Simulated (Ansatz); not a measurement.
Start from ZnS in the zinc blende structure (space group F-43m, No. 216; a = 5.443 Å).

One thing is altered: every lattice vector is shortened by 1.00 %, atoms relaxed at fixed cell.

Level of theory: PBE (Ansatz, a program for electronic structure), without spin-orbit coupling.

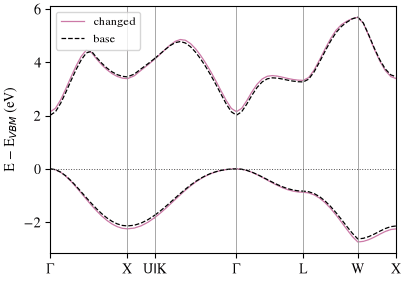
*Highest valence and lowest conduction band along the path, each from its own valence-band maximum*

Task: From the figure, how large is the changed gap, and is it direct?

Result: About 2.1 eV, direct at Γ.

The cells carry an imposed strain or load. No phonon test of stability was made.
